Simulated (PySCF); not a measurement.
## Electronic structure of C4H10Si (SMILES C=CCC[SiH3]) in real space

Input

```
{"job": {"xc": "PBE0", "basis": "pcSseg-1", "kind": "nmr", "pop": true}, "charge": 0, "multiplicity": 1}
C     -2.771201    -0.012707     0.055587
C     -1.622422    -0.645356     0.297575
C     -0.319039     0.018550     0.615963
C      0.775222    -0.300849    -0.409184
Si     2.436443     0.516057    -0.046010
H     -2.838073     1.080106     0.087956
H     -3.687803    -0.559517    -0.180467
H     -1.599646    -1.742661     0.249498
H     -0.470835     1.109154     0.684206
H      0.016899    -0.309054     1.617114
H      0.937078    -1.391800    -0.469285
H      0.448727     0.011202    -1.416321
H      2.949391     0.084535     1.292741
H      3.446311     0.144236    -1.084809
H      2.294536     2.006092    -0.030741
```

Launched as:

```sh
OMP_NUM_THREADS=1 python ens_run.py task.json out
```

Geometry: PBE0-D3(BJ)/def2-SVP.

Computed with PBE0/pcSseg-1, SCF density, gas phase, non-relativistic in PySCF 2.14.0.

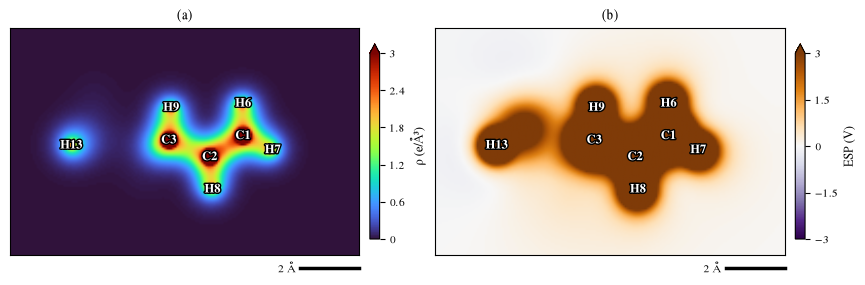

Figure 1. (a) total electron density; (b) electrostatic potential on the plane of atoms C3, C2 and H8.

Interpret the plot.

Answer.
- The plane passes through C and H nuclei.
- C–C (1.33 Å): ρ at the midpoint is about 2.3 e/Å³.
- C–H (1.09 Å): ρ at the midpoint is about 2 e/Å³.
- C–C (1.50 Å): the density is about 1.7 e/Å³ at the midpoint.
- The potential has no marked negative region in this plane.

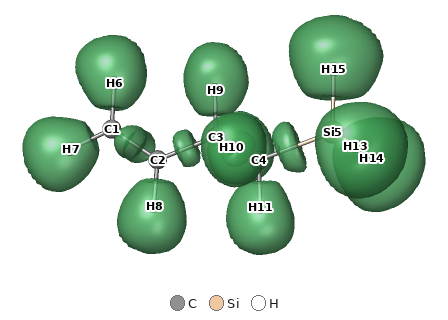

Figure 2. Isosurface of the ELF at 0.8 (green), seen across its widest extent. Only the valence region is drawn (cores and ρ < 0.01 e/Å³ removed).

What do the ELF domains correspond to?

Answer. The surface consists of three regions between bonded C–C atoms (shared pairs), one region between bonded C–Si atoms (shared pairs) and ten regions around hydrogen nuclei.


C–C (1.33 Å): the ELF peaks at about 0.95 between the atoms; a multiple bond. C–Si (1.89 Å): the ELF peaks at about 0.95 between the atoms; a shared electron pair.

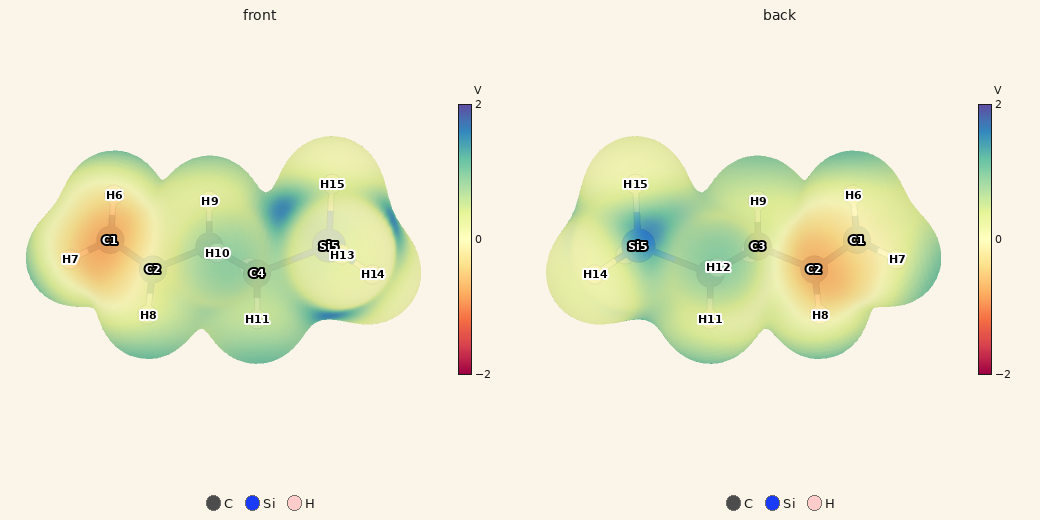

Figure 3. The molecular electrostatic potential painted on the density surface at 0.004 e/bohr³, seen from the front and from behind; red is negative and blue positive.

Where is the surface potential most negative and most positive?

Answer. The most negative region (about −0.8 V) lies over the π face of C1 and C2, the most positive (about +1.6 V) over Si5.

What dipole moment does the calculation give?

Answer. Its dipole moment is 0.53 D.
